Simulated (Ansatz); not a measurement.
System: Y$_{2}$GeS$_{4}$.

```yaml
crystal:
  lattice:
    - [14.23091, 0.00000, 0.00518]
    - [0.00000, 3.94862, 0.00000]
    - [-3.15775, 0.00000, 6.15679]
  atoms:
    - { symbol: Y, position: [0.27636, 0.00000, 0.28460] }
    - { symbol: Y, position: [0.77636, 0.50000, 0.28460] }
    - { symbol: Y, position: [0.22364, 0.50000, 0.71540] }
    - { symbol: Y, position: [0.72364, 0.00000, 0.71540] }
    - { symbol: Ge, position: [0.00000, 0.00000, 0.00000] }
    - { symbol: Ge, position: [0.50000, 0.50000, 0.00000] }
    - { symbol: S, position: [0.37447, 0.50000, 0.56467] }
    - { symbol: S, position: [0.87447, 0.00000, 0.56467] }
    - { symbol: S, position: [0.36098, 0.00000, 0.00065] }
    - { symbol: S, position: [0.86098, 0.50000, 0.00065] }
    - { symbol: S, position: [0.12553, 0.00000, 0.43533] }
    - { symbol: S, position: [0.62553, 0.50000, 0.43533] }
    - { symbol: S, position: [0.13902, 0.50000, 0.99935] }
    - { symbol: S, position: [0.63902, 0.00000, 0.99935] }
```

Space group C2/m; a generated structure, not necessarily the stable one.

Theory: Ansatz, DFT PBE, scalar-relativistic, plane waves, PAW.

What can the converged valence pseudo-density and electron localisation function tell about the bonding?

Y–Ge (3.50 Å): ρ is about 0.08 e/Å³ halfway; the ELF is about 0.05 at the midpoint: no shared electron pair shows on this line.
Y–S (2.73 Å): ρ is about 0.31 e/Å³ halfway; the ELF peaks at about 0.90 in the valence shell of S, 0.8 Å from its nucleus, and is about 0.35 at the midpoint (an ionic contact with no shared pair).
Y–S (2.78 Å): ρ at the midpoint is about 0.28 e/Å³; the ELF peaks at about 0.85 in the valence shell of S, 0.8 Å from its nucleus, and is about 0.35 at the midpoint; a closed-shell, largely ionic contact.

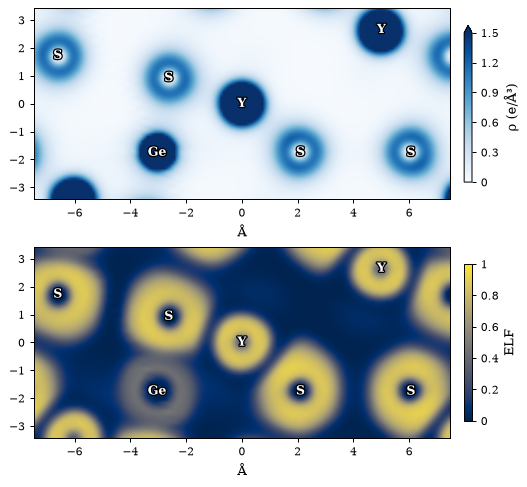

Computed valence pseudo-density and electron localisation function on the (010) plane of the conventional cell, in this order. 
